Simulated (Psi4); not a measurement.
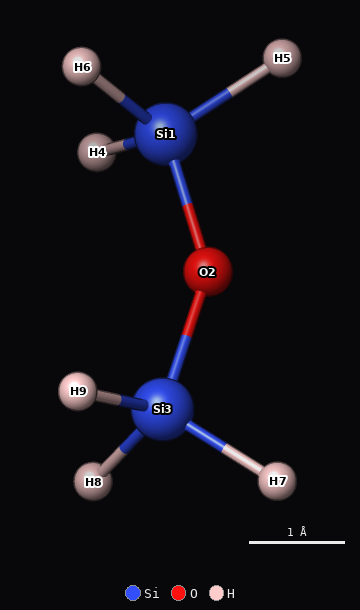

**Figure 1.** The structure (ball-and-stick view, seen at an oblique angle; atoms are numbered from 1 in the order of the input). Bond lengths as drawn: H–Si 1.48 to 1.49 Å and O–Si 1.63 Å.

## Single-point calculation, with input and output: Si₂H₆O (part 1 of 2)

- system: Si₂H₆O, multiplicity 3, SMILES [SiH3]O[SiH3]
- method: MP3/cc-pVDZ, UHF (Psi4 1.11)

The geometry is that of the parent species in another charge or spin state. The geometry comes from this level: PBE0-D4/def2-TZVP.

**Input (h6osi2.in)**
```
memory 1600 MB

molecule system {
  0 3
  Si
  O 1 1.633832
  Si 2 1.633825 1 147.20398
  H 1 1.486506 2 110.17129 3 -62.13544
  H 1 1.482573 4 109.61905 2 119.02728
  H 1 1.486608 5 109.63374 4 -119.57661
  H 3 1.482573 2 108.25491 1 -177.9811
  H 3 1.486499 7 109.61973 2 120.20271
  H 3 1.486625 7 109.63335 8 119.57622
  units angstrom
  symmetry c1
  no_reorient
  no_com
}

set {
  basis cc-pVDZ
  reference uhf
  puream true
  e_convergence 1e-09
  d_convergence 1e-08
  scf_type pk
  num_frozen_docc 11
  maxiter 100
  mp_type conv
}

energy_value, wavefunction = energy("mp3", return_wfn=True)
print_variables()
```

Hardware: 1 thread of Intel Xeon (Granite Rapids), 64 GiB of memory available, shared host.

Command:
```bash
psi4 -i h6osi2.in -o h6osi2.out -n 1
```

**Log**
```
Psi4 1.11 release

   => Loading Basis Set <=

    Name: CC-PVDZ
    Role: ORBITAL
    Keyword: BASIS

         ---------------------------------------------------------
                                   SCF
                              UHF Reference
                        1 Threads,   1525 MiB Core
         ---------------------------------------------------------

  ==> Geometry <==

    Molecular point group: c1
    Full point group: C1

    Geometry (in Angstrom), charge = 0, multiplicity = 3:

       Center              X                  Y                   Z               Mass
    ------------   -----------------  -----------------  -----------------  -----------------
         SI           0.000010203196     0.361734045124    -1.527378779566    27.976926534650
         O            0.000010203196     0.361734045124     0.106453220434    15.994914619570
         SI           0.000010203196    -0.523226971661     1.479853427728    27.976926534650
         H            1.233560762558    -0.290420767227    -2.039967509700     1.007825032230
         H           -0.048931594928     1.768843005636    -1.991783531881     1.007825032230
         H           -1.184973713972    -0.375034030471    -2.040203568848     1.007825032230
         H           -0.049590993242     0.408027247950     2.632384555333     1.007825032230
         H            1.233851674448    -1.348599083682     1.557798135809     1.007825032230
         H           -1.184644542421    -1.420802019156     1.511571851816     1.007825032230

  Running in c1 symmetry.

  Rotational constants: A =      1.17031  B =      0.09971  C =      0.09820 [cm^-1]
  Rotational constants: A =  35084.94560  B =   2989.26778  C =   2943.99515 [MHz]
  Nuclear repulsion =  159.419023978073994

  Charge       = 0
  Multiplicity = 3
  Electrons    = 42
  Nalpha       = 22
  Nbeta        = 20

  ==> Algorithm <==

  SCF Algorithm Type is PK.
  DIIS enabled.
  MOM disabled.
  Fractional occupation disabled.
  Guess Type is SAD.
  Energy threshold   = 1.00e-09
  Density threshold  = 1.00e-08
  Integral threshold = 1.00e-12

  ==> Primary Basis <==

  Basis Set: CC-PVDZ
    Blend: CC-PVDZ
    Number of shells: 40
    Number of basis functions: 80
    Number of Cartesian functions: 83
    Spherical Harmonics?: true
    Max angular momentum: 2

  ==> Integral Setup <==

  Using in-core PK algorithm.
   Calculation information:
      Number of atoms:                   9
      Number of AO shells:              40
      Number of primitives:            152
      Number of atomic orbitals:        83
      Number of basis functions:        80

      Integral cutoff                 1.00e-12
      Number of threads:                 1

  Performing in-core PK
  Using 10500840 doubles for integral storage.
  We computed 325829 shell quartets total.
  Whereas there are 336610 unique shell quartets.

  ==> DiskJK: Disk-Based J/K Matrices <==

    J tasked:                  Yes
    K tasked:                  Yes
    wK tasked:                  No
    Memory [MiB]:             1144
    Schwarz Cutoff:          1E-12

  Minimum eigenvalue in the overlap matrix is 1.1314543937E-02.
  Reciprocal condition number of the overlap matrix is 2.7484360565E-03.
    Using symmetric orthogonalization.

  ==> Pre-Iterations <==

  SCF Guess: Superposition of Atomic Densities via on-the-fly atomic UHF (no occupation information).

   -------------------------
    Irrep   Nso     Nmo
   -------------------------
     A         80      80
   -------------------------
    Total      80      80
   -------------------------

  ==> Iterations <==

                        Total Energy        Delta E     RMS |[F,P]|

   @UHF iter SAD:  -655.43332201431667   -6.55433e+02   0.00000e+00
   @UHF iter   1:  -655.84644177437769   -4.13120e-01   5.05476e-03 ADIIS/DIIS
   @UHF iter   2:  -655.89587137496767   -4.94296e-02   5.03903e-03 ADIIS/DIIS
   @UHF iter   3:  -655.95877480455988   -6.29034e-02   8.47735e-04 ADIIS/DIIS
   @UHF iter   4:  -655.97316331047216   -1.43885e-02   7.33486e-04 ADIIS/DIIS
   @UHF iter   5:  -655.98739689034721   -1.42336e-02   5.00769e-04 ADIIS/DIIS
   @UHF iter   6:  -655.99511486093945   -7.71797e-03   1.87757e-04 ADIIS/DIIS
   @UHF iter   7:  -655.99511215272571    2.70821e-06   3.05905e-04 ADIIS/DIIS
   @UHF iter   8:  -655.99608402148442   -9.71869e-04   3.82794e-05 DIIS
   @UHF iter   9:  -655.99609196825497   -7.94677e-06   5.48850e-05 DIIS
   @UHF iter  10:  -655.99611995652572   -2.79883e-05   6.86618e-06 DIIS
   @UHF iter  11:  -655.99612162352093   -1.66700e-06   4.89456e-06 DIIS
   @UHF iter  12:  -655.99612244798300   -8.24462e-07   4.62393e-06 DIIS
   @UHF iter  13:  -655.99612315584830   -7.07865e-07   3.13747e-06 DIIS
   @UHF iter  14:  -655.99612360591516   -4.50067e-07   3.01300e-06 DIIS
   @UHF iter  15:  -655.99612429372473   -6.87810e-07   2.85271e-06 DIIS
   @UHF iter  16:  -655.99612682524582   -2.53152e-06   2.29294e-06 DIIS
   @UHF iter  17:  -655.99612948614310   -2.66090e-06   1.34351e-06 DIIS
   @UHF iter  18:  -655.99613019427863   -7.08136e-07   5.83684e-07 DIIS
   @UHF iter  19:  -655.99613027918531   -8.49067e-08   1.21090e-07 DIIS
   @UHF iter  20:  -655.99613028019701   -1.01170e-09   5.49554e-08 DIIS
   @UHF iter  21:  -655.99613028023782   -4.08136e-11   2.00211e-08 DIIS
   @UHF iter  22:  -655.99613028024544   -7.61702e-12   9.34387e-09 DIIS
  Energy and wave function converged.

  ==> Post-Iterations <==

   @Spin Contamination Metric:   1.214477454E-02
   @S^2 Expected:                2.000000000E+00
   @S^2 Observed:                2.012144775E+00
   @S   Expected:                1.000000000E+00
   @S   Observed:                1.000000000E+00

    Orbital Energies [Eh]
    ---------------------

    Alpha Occupied:

       1A    -68.825234     2A    -68.825231     3A    -20.747698
       4A     -6.173854     5A     -6.173835     6A     -4.284120
       7A     -4.284109     8A     -4.278307     9A     -4.278294
      10A     -4.278165    11A     -4.278147    12A     -1.559010
      13A     -0.908481    14A     -0.814409    15A     -0.753077
      16A     -0.695161    17A     -0.653066    18A     -0.500139
      19A     -0.493826    20A     -0.491985    21A     -0.481071
      22A     -0.114814

    Alpha Virtual:

      23A      0.123334    24A      0.155904    25A      0.172885
      26A      0.176370    27A      0.200816    28A      0.205747
      29A      0.235217    30A      0.376128    31A      0.379715
      32A      0.392527    33A      0.411537    34A      0.414664
      35A      0.479883    36A      0.494767    37A      0.499965
      38A      0.501982    39A      0.518682    40A      0.539315
      41A      0.616507    42A      0.619664    43A      0.626150
      44A      0.634756    45A      0.695942    46A      0.703007
      47A      0.788355    48A      0.988186    49A      1.078730
      50A      1.091015    51A      1.117650    52A      1.128993
      53A      1.137546    54A      1.243518    55A      1.312176
      56A      1.472795    57A      1.472914    58A      1.544418
      59A      1.581426    60A      1.641142    61A      1.698938
      62A      1.718201    63A      1.724865    64A      1.825649
      65A      1.874739    66A      1.897373    67A      1.902511
      68A      2.002949    69A      2.035087    70A      2.135245
      71A      2.145084    72A      2.217341    73A      2.248839
      74A      2.253573    75A      2.269749    76A      2.816431
      77A      2.828233    78A      2.901890    79A      3.166336
      80A      3.299448

    Beta Occupied:

       1A    -68.824525     2A    -68.824522     3A    -20.700733
       4A     -6.172886     5A     -6.172862     6A     -4.280023
       7A     -4.280018     8A     -4.278680     9A     -4.278677
      10A     -4.277463    11A     -4.277452    12A     -1.390666
      13A     -0.874308    14A     -0.708315    15A     -0.658452
      16A     -0.621866    17A     -0.510465    18A     -0.487967
      19A     -0.478202    20A     -0.469987

    Beta Virtual:

      21A     -0.074698    22A      0.127225    23A      0.179356
      24A      0.186948    25A      0.189320    26A      0.215735
      27A      0.215828    28A      0.228930    29A      0.241731
      30A      0.383983    31A      0.390906    32A      0.416545
      33A      0.418932    34A      0.421776    35A      0.497737
      36A      0.520087    37A      0.528133    38A      0.534753
      39A      0.541187    40A      0.554677    41A      0.625163
      42A      0.639624    43A      0.644017    44A      0.664527
      45A      0.708807    46A      0.722683    47A      0.798039
      48A      1.015922    49A      1.085994    50A      1.105766
      51A      1.131498    52A      1.140822    53A      1.145765
      54A      1.340511    55A      1.380871    56A      1.476495
      57A      1.476535    58A      1.555742    59A      1.593534
      60A      1.652191    61A      1.715508    62A      1.735459
      63A      1.739615    64A      1.834252    65A      1.887022
      66A      1.901557    67A      1.915488    68A      2.011056
      69A      2.063533    70A      2.148549    71A      2.149722
      72A      2.227323    73A      2.254956    74A      2.259151
      75A      2.272120    76A      2.916046    77A      2.935034
      78A      3.005586    79A      3.187211    80A      3.357872

    Final Occupation by Irrep:
              A
    DOCC [    20 ]
    SOCC [     2 ]
    NA   [    22 ]
    NB   [    20 ]

  @UHF Final Energy:  -655.99613028024544

   => Energetics <=

    Nuclear Repulsion Energy =            159.4190239780739944
    One-Electron Energy =               -1224.3702043120056260
    Two-Electron Energy =                 408.9550500536862501
    Total Energy =                       -655.9961302802454384

  UHF NO Occupations:
  HONO-2 :   20  A 1.9979527
  HONO-1 :   21  A 1.0000000
  HONO-0 :   22  A 1.0000000
  LUNO+0 :   23  A 0.0020473
  LUNO+1 :   24  A 0.0016752
  LUNO+2 :   25  A 0.0009279
  LUNO+3 :   26  A 0.0004030

Computation Completed

Properties will be evaluated at   0.000000,   0.000000,   0.000000 [a0]

Properties computed using the SCF density matrix

 Multipole Moments:

 ------------------------------------------------------------------------------------
     Multipole            Electronic (a.u.)      Nuclear  (a.u.)        Total (a.u.)
 ------------------------------------------------------------------------------------

 L = 1.  Multiply by 2.5417464519 to convert [e a0] to [Debye]
 Dipole X            :          0.0108327           -0.0006824            0.0101503
 Dipole Y            :          1.2640675           -1.1811058            0.0829618
 Dipole Z            :          0.3720567           -0.3475759            0.0244808
 Magnitude           :                                                    0.0870919

 ------------------------------------------------------------------------------------

	total time  =          5 seconds =       0.08 minutes
 MINTS: Wrapper to libmints.

   Calculation information:
      Number of threads:                 1
      Number of atoms:                   9
      Number of AO shells:              40
      Number of SO shells:              40
      Number of primitives:            152
      Number of atomic orbitals:        83
      Number of basis functions:        80

      Number of irreps:                  1
      Integral cutoff                 1.00e-12
      Number of functions per irrep: [  80 ]

 OEINTS: Overlap, kinetic, potential, dipole, and quadrupole integrals
         stored in file 35.

      Computing two-electron integrals...done
      Computed 4487610 non-zero two-electron integrals.
        Stored in file 33.
```
